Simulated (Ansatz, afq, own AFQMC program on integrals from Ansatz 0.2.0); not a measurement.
# GeNH2 (quartet): AFQMC on the coupled-cluster ladder at distance Ge1–N2 = 4.182 Å, cc-pVDZ

Aim: compute GeNH2 (quartet) with auxiliary-field quantum Monte Carlo on the same integrals as coupled cluster, and set the energies side by side.

The runs use Ansatz 0.2.0, Gaussian basis, and an in-house AFQMC program (afq) on its integrals; all values are calculated; cc-pVDZ, frozen cores.

The runs, in order: PBE (unrestricted); r2SCAN (unrestricted); PBE0 (unrestricted); B3LYP (unrestricted); wB97M-V (unrestricted); B2PLYP (unrestricted); CCSD(T) on UHF; CCSDT(Q) on UHF; Phaseless AFQMC, CISD trial on UHF; Phaseless AFQMC, single-determinant trial on UHF.

1 further run of the same task is left out (it didn't finish).

### Step 1. What is computed

The geometry derives from a PBE0/def2-TZVP stationary point (not a proven minimum). One bond is set to the value named and the two fragments are kept rigid. No spin-orbit coupling is included. The filled d shell of Ge may be among the frozen orbitals whatever the setting's name suggests; the logs give the count.

4 atoms, charge 0, spin multiplicity 4.

Atoms are counted from 1 here; the program's logs count them from 0.

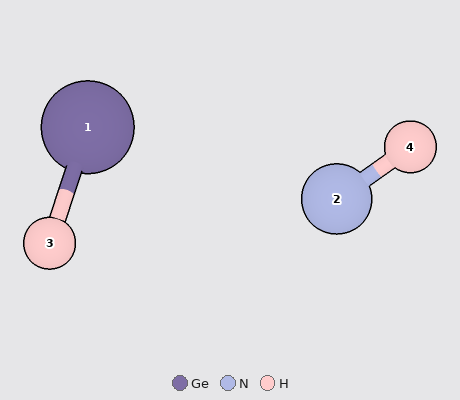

The structure; germanium purple, nitrogen light blue, hydrogen pink; atoms are numbered from 1 in the order of the file.

### Step 2. PBE (unrestricted)

File in.yaml:

```yaml
crystal:
  periodic: [false, false, false]
  atoms:
    - {symbol: Ge, position_ang: [0.017635, 0.087281, 0.700443]}
    - {symbol: N, position_ang: [-0.148460, -0.380866, -3.451951]}
    - {symbol: H, position_ang: [0.299572, -1.275422, 1.400489]}
    - {symbol: H, position_ang: [0.492566, 0.277913, -3.910333]}
basis:
  gaussian: {orbitals: cc-pVDZ}
magnetization: {spin_polarized: true, initial_magnetization: 3}
hamiltonian: {xc: {name: PBE}}
output: {orbitals: {seedname: orbitals}}
```

The run is started by

```bash
ansatz run in.yaml --threads 1 --pin off --events-out ev --progress --plain --max-ram 1382MiB
```

The program printed:

```text
Functional definition: PBE
  name "PBE"
  cite "Perdew, Burke & Ernzerhof, Phys. Rev. Lett. 77, 3865 (1996) doi:10.1103/PhysRevLett.77.3865"
  parent pbe
  parameter kappa = 0.804
  parameter beta = 0.06672455060314922
  exchange = pbe_x(kappa = kappa, mu = beta*pi^2/3)
  correlation = pbe_c(beta = beta)
553 factors; integrals over basis functions are off by at most 1.2e-3 eV
mean field evaluation 1: about -58018.1805 eV, gradient 2.8e1 eV
mean field evaluation 2: about -57915.3500 eV, gradient 6.9e1 eV
mean field evaluation 4: about -58013.2012 eV, gradient 2.4e1 eV
mean field evaluation 8: about -58023.5991 eV, gradient 8.0e-2 eV
mean field evaluation 16: about -58023.5979 eV, gradient 2.0e-5 eV
mean field evaluation 32: about -58018.0300 eV, gradient 1.0e1 eV
mean field -58023.59786358 eV, -2132.3278916795 hartree, gradient 5.3e-6 eV, S^2 3.756565; 4 other end points of the search recorded, 0 dependent functions left out
reference -58023.59789658 eV, -2132.3278928922 hartree; 22, 19 occupied and 29, 32 virtual orbitals, 553 factors
Total energy: -58023.59789658 eV, -2132.3278928922 hartree
```

Wall time 4.4 s (1 thread of Arm Neoverse V1, shared host).

From the report: ⟨S²⟩ of the determinant 3.757 (pure quartet: 3.75).

### Step 3. r2SCAN (unrestricted)

Edit in.yaml of step 2 so:

```diff
@@ -10,3 +10,2 @@
 magnetization: {spin_polarized: true, initial_magnetization: 3}
-hamiltonian: {xc: {name: PBE}}
-output: {orbitals: {seedname: orbitals}}
+hamiltonian: {xc: {name: r2SCAN}}
```

Launched as before.

The program printed, cut to the lines that bear on the results:

```text
Functional definition: r2SCAN
  name "r2SCAN"
  cite "Furness, Kaplan, Ning, Perdew & Sun, J. Phys. Chem. Lett. 11, 8208 (2020) doi:10.1021/acs.jpclett.0c02405"
  cite "Furness, Kaplan, Ning, Perdew & Sun, J. Phys. Chem. Lett. 11, 9248 (2020) doi:10.1021/acs.jpclett.0c03077"
  parent r2scan
[...]
553 factors; integrals over basis functions are off by at most 1.2e-3 eV
[...]
mean field -58033.05158489 eV, -2132.6753095295 hartree, gradient 7.7e-6 eV, S^2 3.762528; 5 other end points of the search recorded, 0 dependent functions left out
reference -58033.05159545 eV, -2132.6753099176 hartree; 22, 19 occupied and 29, 32 virtual orbitals, 553 factors
Total energy: -58033.05159545 eV, -2132.6753099176 hartree
```

Wall time 9.5 s (1 thread of Arm Neoverse V1, shared host).

From the report: ⟨S²⟩ of the determinant 3.763 (pure quartet: 3.75).

### Step 4. PBE0 (unrestricted)

Edit in.yaml of step 3 so:

```diff
@@ -10,2 +10,3 @@
 magnetization: {spin_polarized: true, initial_magnetization: 3}
-hamiltonian: {xc: {name: r2SCAN}}
+hamiltonian: {xc: {name: PBE0}}
+output: {orbitals: {seedname: orbitals}}
```

The command is unchanged.

The program printed, cut to the lines that bear on the results:

```text
Functional definition: PBE0
  name "PBE0"
  cite "Adamo & Barone, J. Chem. Phys. 110, 6158 (1999) doi:10.1063/1.478522"
  cite "Perdew, Burke & Ernzerhof, Phys. Rev. Lett. 77, 3865 (1996) doi:10.1103/PhysRevLett.77.3865"
  parent pbe
[...]
553 factors; integrals over basis functions are off by at most 1.2e-3 eV
[...]
mean field -58025.37739267 eV, -2132.3932881673 hartree, gradient 2.3e-6 eV, S^2 3.758882; 4 other end points of the search recorded, 0 dependent functions left out
reference -58025.37741700 eV, -2132.3932890612 hartree; 22, 19 occupied and 29, 32 virtual orbitals, 553 factors
Total energy: -58025.37741700 eV, -2132.3932890612 hartree
```

It took 4.6 s on 1 thread of Arm Neoverse V1, shared host.

From the report: ⟨S²⟩ of the determinant 3.759 (pure quartet: 3.75).

### Step 5. B3LYP (unrestricted)

Edit in.yaml of step 4 so:

```diff
@@ -10,3 +10,2 @@
 magnetization: {spin_polarized: true, initial_magnetization: 3}
-hamiltonian: {xc: {name: PBE0}}
-output: {orbitals: {seedname: orbitals}}
+hamiltonian: {xc: {name: B3LYP}}
```

Same command.

The program printed, cut to the lines that bear on the results:

```text
Functional definition: B3LYP
  name "B3LYP"
  cite "Stephens, Devlin, Chabalowski & Frisch, J. Phys. Chem. 98, 11623 (1994) doi:10.1021/j100096a001"
  cite "Becke, Phys. Rev. A 38, 3098 (1988) doi:10.1103/PhysRevA.38.3098"
  cite "Lee, Yang & Parr, Phys. Rev. B 37, 785 (1988) doi:10.1103/PhysRevB.37.785"
  cite "Vosko, Wilk & Nusair, Can. J. Phys. 58, 1200 (1980) doi:10.1139/p80-159"
[...]
553 factors; integrals over basis functions are off by at most 1.2e-3 eV
[...]
mean field -58035.65754707 eV, -2132.7710768733 hartree, gradient 9.4e-6 eV, S^2 3.757066; 3 other end points of the search recorded, 0 dependent functions left out
reference -58035.65776779 eV, -2132.7710849847 hartree; 22, 19 occupied and 29, 32 virtual orbitals, 553 factors
Total energy: -58035.65776779 eV, -2132.7710849847 hartree
```

Run time: 5 s. Hardware: 1 thread of Arm Neoverse V1, shared host.

From the report: ⟨S²⟩ of the determinant 3.757 (pure quartet: 3.75).

### Step 6. wB97M-V (unrestricted)

Edit in.yaml of step 5 so:

```diff
@@ -10,2 +10,3 @@
 magnetization: {spin_polarized: true, initial_magnetization: 3}
-hamiltonian: {xc: {name: B3LYP}}
+hamiltonian: {xc: {name: wB97M-V}}
+output: {orbitals: {seedname: orbitals}}
```

Launched as before.

The program printed, cut to the lines that bear on the results:

```text
Functional definition: wB97M-V
  name "wB97M-V"
  cite "Mardirossian & Head-Gordon, J. Chem. Phys. 144, 214110 (2016) doi:10.1063/1.4952647"
  cite "Becke, J. Chem. Phys. 107, 8554 (1997) doi:10.1063/1.475007"
  cite "Vydrov & Van Voorhis, J. Chem. Phys. 133, 244103 (2010) doi:10.1063/1.3521275"
  # Of w^i u^j: cxij and so on, Table III.
[...]
  gx(w, u) = 1 - cx + cx01*u + cx10*w
  gss(w, u) = css00 + css04*u^4 + css10*w + css20*w^2 + css43*w^4*u^3
  gos(w, u) = cos00 + cos10*w + (cos20 + cos21*u)*w^2 + (cos60 + cos61*u)*w^6
[...]
      + integral(e_c_pw_mod_opposite_spin*gos(b97_w_opposite, b97_u_opposite)) + vv10(b, c)
553 factors; integrals over basis functions are off by at most 1.2e-3 eV
152 factors; integrals over basis functions are off by at most 8.6e-6 eV
[...]
mean field -58030.47230511 eV, -2132.5805227457 hartree, gradient 9.7e-6 eV, S^2 3.757501; 2 other end points of the search recorded, 0 dependent functions left out
reference -58030.47234001 eV, -2132.5805240286 hartree; 22, 19 occupied and 29, 32 virtual orbitals, 553 factors
Total energy: -58030.47234001 eV, -2132.5805240286 hartree
```

It took 18 s on 1 thread of Arm Neoverse V1, shared host.

From the report: ⟨S²⟩ of the determinant 3.758 (pure quartet: 3.75).

### Step 7. B2PLYP (unrestricted)

Edit in.yaml of step 6 so:

```diff
@@ -10,3 +10,3 @@
 magnetization: {spin_polarized: true, initial_magnetization: 3}
-hamiltonian: {xc: {name: wB97M-V}}
-output: {orbitals: {seedname: orbitals}}
+hamiltonian: {xc: {name: B2PLYP}}
+correlation: {electrons: outside_noble_gas}
```

Launched as before.

The program printed, cut to the lines that bear on the results:

```text
Functional definition: B2PLYP
  name "B2PLYP"
  cite "Grimme, J. Chem. Phys. 124, 034108 (2006) doi:10.1063/1.2148954"
  cite "Becke, Phys. Rev. A 38, 3098 (1988) doi:10.1103/PhysRevA.38.3098"
  cite "Lee, Yang & Parr, Phys. Rev. B 37, 785 (1988) doi:10.1103/PhysRevB.37.785"
[...]
553 factors; integrals over basis functions are off by at most 1.2e-3 eV
[...]
mean field -58020.03891211 eV, -2132.1971026253 hartree, gradient 2.3e-6 eV, S^2 3.761932; 4 other end points of the search recorded, 0 dependent functions left out
15 core orbitals not correlated: weight in the atoms' cores, before any rotation towards them, 0.999 or more for the frozen orbitals, at most 0.000 for the correlated occupied ones
reference -58020.03905074 eV, -2132.1971077197 hartree; 7, 4 occupied and 29, 32 virtual orbitals, 553 factors
second order -5.51025721 eV of doubles, -0.00000000 eV of singles
Total energy: -58021.52682018 eV, -2132.2517822384 hartree
```

Wall time 4.6 s (1 thread of Arm Neoverse V1, shared host).

From the report: ⟨S²⟩ of the determinant 3.762 (pure quartet: 3.75).

### Step 8. CCSD(T) on UHF

Edit in.yaml of step 7 so:

```diff
@@ -10,3 +10,2 @@
 magnetization: {spin_polarized: true, initial_magnetization: 3}
-hamiltonian: {xc: {name: B2PLYP}}
-correlation: {electrons: outside_noble_gas}
+correlation: {method: ccsd_t, electrons: outside_noble_gas, hamiltonian_folder: ham}
```

The command is unchanged.

The program printed, cut to the lines that bear on the results:

```text
Functional definition: HF
  name "HF"
  cite "Fock, Z. Phys. 61, 126 (1930) doi:10.1007/BF01340294"
  parent pbe
[...]
553 factors; integrals over basis functions are off by at most 1.2e-3 eV
[...]
mean field -57982.84604708 eV, -2130.8302900455 hartree, gradient 3.7e-6 eV, S^2 3.774962; 10 other end points of the search recorded, 0 dependent functions left out
determinant -57982.84604708 eV, -2130.8302900455 hartree, with singles and doubles -57988.43228557 eV, -2131.0355805236 hartree
determinant -57982.78580562 eV, -2130.8280762129 hartree, with singles and doubles -57988.37779160 eV, -2131.0335779072 hartree
determinant -57980.72495883 eV, -2130.7523414900 hartree, with singles and doubles -57986.03645685 eV, -2130.9475354420 hartree
determinant -57980.42986130 eV, -2130.7414968560 hartree, with singles and doubles -57985.96880326 eV, -2130.9450492184 hartree
determinant -57982.84604708 eV, -2130.8302900455 hartree, with singles and doubles -57988.43235243 eV, -2131.0355829808 hartree
determinant -57982.78580562 eV, -2130.8280762129 hartree, with singles and doubles -57988.37788502 eV, -2131.0335813402 hartree
15 core orbitals not correlated: weight in the atoms' cores, before any rotation towards them, 1.000 or more for the frozen orbitals, at most 0.000 for the correlated occupied ones
reference -57982.84604708 eV, -2130.8302900455 hartree; 7, 4 occupied and 29, 32 virtual orbitals, 553 factors
second order -4.47314736 eV of doubles, -0.00000000 eV of singles
cycle   1  -5.58631099 eV  change   -5.6e-6 eV  update   6.5e-6
perturbative correction -0.07898221 eV, -0.0029025427 hartree
Total energy: -57988.51134028 eV, -2131.0384857306 hartree
```

Run time: 10 s. Hardware: 1 thread of Arm Neoverse V1, shared host.

From the report: ⟨S²⟩ of the determinant 3.775 (pure quartet: 3.75); correlation -5.6653 eV; T1 0.011; largest double amplitude 0.07.

This run also writes the integrals to the folder ham.

### Step 9. CCSDT(Q) on UHF

Edit in.yaml of step 8 so:

```diff
@@ -10,2 +10,2 @@
 magnetization: {spin_polarized: true, initial_magnetization: 3}
-correlation: {method: ccsd_t, electrons: outside_noble_gas, hamiltonian_folder: ham}
+correlation: {method: ccsdt_q, electrons: outside_noble_gas}
```

The command is unchanged.

The program printed, cut to the lines that bear on the results:

```text
Functional definition: HF
  name "HF"
  cite "Fock, Z. Phys. 61, 126 (1930) doi:10.1007/BF01340294"
  parent pbe
[...]
933 factors; integrals over basis functions are off by at most 1.3e-7 eV
[...]
mean field -57982.84609881 eV, -2130.8302919467 hartree, gradient 1.7e-6 eV, S^2 3.774962; 11 other end points of the search recorded, 0 dependent functions left out
determinant -57982.84609881 eV, -2130.8302919467 hartree, with singles and doubles -57988.43233379 eV, -2131.0355822956 hartree
determinant -57982.78586115 eV, -2130.8280782535 hartree, with singles and doubles -57988.37784260 eV, -2131.0335797814 hartree
determinant -57980.72501754 eV, -2130.7523436476 hartree, with singles and doubles -57986.03650699 eV, -2130.9475372848 hartree
determinant -57980.44600932 eV, -2130.7420902847 hartree, with singles and doubles -57985.97184278 eV, -2130.9451609187 hartree
determinant -57980.42991855 eV, -2130.7414989597 hartree, with singles and doubles -57985.96885311 eV, -2130.9450510504 hartree
determinant -57982.84609881 eV, -2130.8302919467 hartree, with singles and doubles -57988.43240061 eV, -2131.0355847511 hartree
determinant -57982.78586115 eV, -2130.8280782535 hartree, with singles and doubles -57988.37793575 eV, -2131.0335832047 hartree
15 core orbitals not correlated: weight in the atoms' cores, before any rotation towards them, 1.000 or more for the frozen orbitals, at most 0.000 for the correlated occupied ones
reference -57982.84609881 eV, -2130.8302919467 hartree; 7, 4 occupied and 29, 32 virtual orbitals, 933 factors
second order -4.47316411 eV of doubles, -0.00000000 eV of singles
cycle   1  -5.26594108 eV  change   -7.9e-1 eV  update   6.9e-2
[...]
cycle  57  -5.68441468 eV  change    7.1e-8 eV  update   8.3e-7
perturbative correction -0.00400129 eV, -0.0001470446 hartree
Total energy: -57988.53451478 eV, -2131.0393373778 hartree
```

It took 88 s on 1 thread of Arm Neoverse V1, shared host; peak memory 0.33 GiB.

From the report: ⟨S²⟩ of the determinant 3.775 (pure quartet: 3.75); correlation -5.6884 eV; T1 0.011; largest double amplitude 0.07.

### Step 10. Phaseless AFQMC, CISD trial on UHF

It reads the integrals that the CCSD(T) run on this determinant wrote.

The run is started by

```bash
afq ham --method phaseless --trial cisd --walkers 60 --populations 1 --least-time 40 --time-step 0.005 --steps-per-block 50 --equilibration-blocks 40 --max-blocks 300 --target-error 0.0008 --factor-cut 1e-05 --start spin_pure --seed 4271 --release-times 0.24,0.51,0.99,1.62,2.4 --release-step 0.03 --release-every 4 --taylor-order 6
```

The program printed:

```text
orbitals 36  electrons 7 4  factors 249 of 553
reference energy -2130.83029005 Eh
CCSD correlation -0.20529324 Eh in 21 cycles, weight of the determinant in the CISD state 0.8949
energy of the start -2131.035020 Eh
 block  time / (1/Eh)  mean weight  energy / Eh
     1     0.250  0.9996  -2131.032631
     2     0.500  1.0016  -2131.033261
     3     0.750  1.0004  -2131.034402
     4     1.000  0.9994  -2131.036639
     5     1.250  1.0000  -2131.037639
     6     1.500  1.0016  -2131.039249
     7     1.750  0.9991  -2131.039504
     8     2.000  1.0015  -2131.038317
     9     2.250  0.9973  -2131.038805
    10     2.500  0.9996  -2131.037639
    11     2.750  1.0003  -2131.037919
    16     4.000  1.0014  -2131.040677
    21     5.250  1.0020  -2131.039524
    26     6.500  0.9997  -2131.043077
    31     7.750  1.0012  -2131.040093
    36     9.000  1.0013  -2131.036491
    41    10.250  1.0004  -2131.035827
    46    11.500  1.0000  -2131.035299
    51    12.750  0.9977  -2131.037706
    56    14.000  1.0003  -2131.035039
    61    15.250  1.0002  -2131.037095
    66    16.500  1.0006  -2131.038529
    71    17.750  1.0029  -2131.036289
    76    19.000  1.0017  -2131.039476
    81    20.250  1.0001  -2131.041051
    86    21.500  0.9989  -2131.040565
    91    22.750  1.0002  -2131.041229
    96    24.000  1.0015  -2131.040527
   101    25.250  0.9997  -2131.040497
   106    26.500  0.9984  -2131.044129
   111    27.750  0.9994  -2131.041657
   116    29.000  1.0006  -2131.036423
   121    30.250  1.0018  -2131.037053
   126    31.500  1.0091  -2131.046924
   131    32.750  1.0005  -2131.042180
   136    34.000  1.0002  -2131.039698
   141    35.250  0.9992  -2131.040203
   146    36.500  0.9974  -2131.041479
   151    37.750  0.9973  -2131.043427
   156    39.000  1.0009  -2131.035995
   161    40.250  0.9981  -2131.040727
   166    41.500  1.0012  -2131.041706
   171    42.750  1.0002  -2131.039977
   176    44.000  0.9991  -2131.041018
   181    45.250  1.0005  -2131.038786
   186    46.500  0.9994  -2131.039464
   191    47.750  0.9996  -2131.038621
   196    49.000  1.0008  -2131.038507
blocks merged  error / Eh  count
     1  0.000190  160
     2  0.000222  80
     4  0.000272  40
     8  0.000311  20
    16  0.000344  10
released: time / (1/Eh)  energy / Eh  error  mean overlap
  0.24  -2131.039443  0.000338  1.0030
  0.51  -2131.038988  0.000352  1.0095
  0.99  -2131.038476  0.000457  1.0280
  1.62  -2131.038411  0.000367  1.0888
  2.40  -2131.039662  0.000406  1.1030
energy -2131.039343 +/- 0.000311 Eh
```

Wall time 4.4 min (1 thread of Arm Neoverse V1, shared host).

Energy -57988.5347 ± 0.0085 eV. Caveats: constraint bias not in the error.

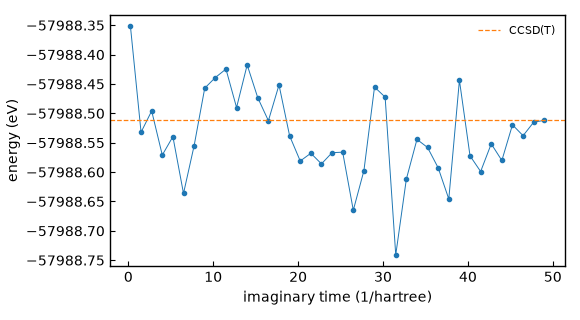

Block energies along the walk.

### Step 11. Phaseless AFQMC, single-determinant trial on UHF

It reads the integrals that the CCSD(T) run on this determinant wrote.

The run is started by

```bash
afq ham --method phaseless --trial hf --walkers 120 --populations 1 --least-time 40 --time-step 0.005 --steps-per-block 20 --equilibration-blocks 160 --max-blocks 600 --target-error 0.0024000000000000002 --factor-cut 1e-05 --start spin_pure --seed 81 --taylor-order 6
```

The program printed:

```text
orbitals 36  electrons 7 4  factors 249 of 553
reference energy -2130.83029005 Eh
CCSD correlation -0.20529324 Eh in 21 cycles, weight of the determinant in the CISD state 0.8949
energy of the start -2130.830755 Eh
 block  time / (1/Eh)  mean weight  energy / Eh
     1     0.100  1.0005  -2130.876348
     2     0.200  1.0006  -2130.903883
     3     0.300  1.0022  -2130.925256
     4     0.400  1.0013  -2130.942656
     5     0.500  1.0005  -2130.953577
     6     0.600  0.9996  -2130.963146
     7     0.700  1.0020  -2130.971850
     8     0.800  1.0003  -2130.983921
     9     0.900  0.9998  -2130.986581
    10     1.000  1.0017  -2131.014722
    15     1.500  1.0017  -2131.057571
    29     2.900  0.9999  -2131.037165
    43     4.300  0.9988  -2131.015078
    57     5.700  1.0016  -2131.020825
    71     7.100  0.9991  -2131.062401
    85     8.500  1.0011  -2131.053004
    99     9.900  1.0015  -2131.034462
   113    11.300  0.9987  -2131.030237
   127    12.700  1.0000  -2131.052591
   141    14.100  1.0003  -2131.044635
   155    15.500  1.0003  -2131.090473
   169    16.900  0.9989  -2131.036675
   183    18.300  1.0009  -2131.038068
   197    19.700  0.9990  -2131.037515
   211    21.100  1.0005  -2131.048846
   225    22.500  0.9991  -2131.036097
   239    23.900  1.0015  -2131.024171
   253    25.300  0.9997  -2131.053921
   267    26.700  1.0007  -2131.054749
   281    28.100  0.9997  -2131.051099
   295    29.500  1.0011  -2131.054076
   309    30.900  1.0012  -2131.037255
   323    32.300  0.9990  -2131.042223
   337    33.700  0.9993  -2131.033201
   351    35.100  1.0009  -2131.043552
   365    36.500  1.0024  -2131.040403
   379    37.900  1.0002  -2131.056082
   393    39.300  0.9995  -2131.043931
   407    40.700  0.9989  -2131.015382
   421    42.100  1.0013  -2131.039621
   435    43.500  1.0000  -2131.057635
   449    44.900  0.9977  -2131.050900
   463    46.300  1.0015  -2131.028651
   477    47.700  0.9972  -2131.010362
   491    49.100  1.0006  -2131.038043
   505    50.500  0.9997  -2131.020020
   519    51.900  0.9993  -2131.044959
   533    53.300  0.9990  -2131.041445
   547    54.700  0.9996  -2131.028219
blocks merged  error / Eh  count
     1  0.000703  400
     2  0.000939  200
     4  0.001242  100
     8  0.001574  50
    16  0.001787  25
    32  0.002092  12
energy -2131.040153 +/- 0.001787 Eh
```

Wall time 3.8 min (1 thread of Arm Neoverse V1, shared host).

Energy -57988.5567 ± 0.0486 eV. Caveats: constraint bias not in the error.

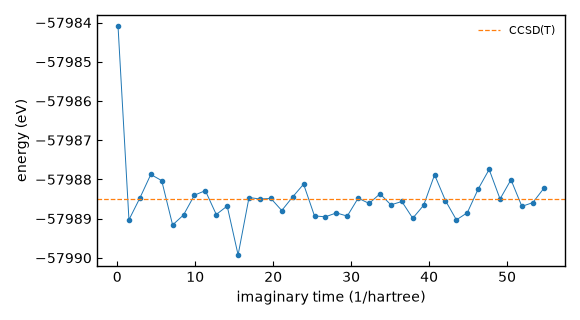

Block energies along the walk.

### Step 12. AFQMC on the ladder

On the UHF determinant, counted from CCSDT(Q) (a yardstick, not exact):

```
                                                             level  energy (eV)  from CCSDT(Q) (kJ/mol)  statistical error (kJ/mol)     time
                                                                HF  -57982.8460                  +548.9                                     
                                                               MP2  -57987.3192                  +117.3                                     
                                                              CCSD  -57988.4324                    +9.9                                     
                                                           CCSD(T)  -57988.5113                    +2.2                                     
                                                          CCSDT(Q)  -57988.5345                     0.0                                     
               Phaseless AFQMC, CISD trial, step 0.005, 60 walkers  -57988.5347                     0.0                         0.8  4.4 min
Phaseless AFQMC, single-determinant trial, step 0.005, 120 walkers  -57988.5567                    -2.1                         4.7  3.8 min
```

The functionals' totals stand on their own zeros and serve differences with other points: PBE -58023.598 eV; r2SCAN -58033.052 eV; PBE0 -58025.377 eV; B3LYP -58035.658 eV; wB97M-V -58030.472 eV; B2PLYP -58021.527 eV.

### Step 13. Results

| quantity | value |
| --- | --- |
| CCSD(T) on UHF from CCSDT(Q) | +2.2 kJ/mol |
| Phaseless AFQMC, CISD trial on UHF from CCSDT(Q) | 0.0 ± 0.8 kJ/mol |
| Phaseless AFQMC, single-determinant trial on UHF from CCSDT(Q) | -2.1 ± 4.7 kJ/mol |

**Reading.** On UHF the phaseless walk with the CISD trial lies 0.0 kJ/mol from CCSDT(Q), within three error bars. Error bars are statistical and leave out the constraint, the time step and what remains of the start.
